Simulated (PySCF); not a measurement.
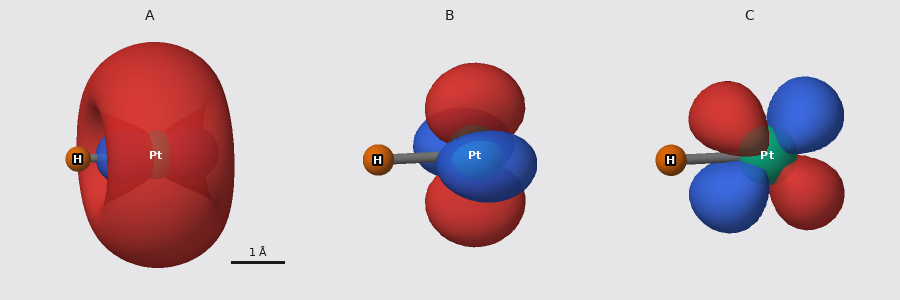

PtH (doublet). Three frontier β-spin orbitals, each drawn at the value that holds 80 % of its norm (red and blue are the two phases), in no order; of a degenerate pair one member is drawn.

Core potentials replace the inner electrons of Pt.

All numbers below come from PySCF 2.14.0, PBE0/def2-TZVPP, non-relativistic Hamiltonian with scalar-relativistic core potentials where named, at a bond length of 1.521 Å.

Name the orbitals and rank them from lowest to highest energy.

Orbital C: π, occupied in this spin, −7.44 eV; almost wholly on Pt.
Orbital B: δ, occupied in this spin, −6.63 eV; almost wholly on Pt.
Orbital A: σ, empty in this spin, −3.72 eV; almost wholly on Pt.
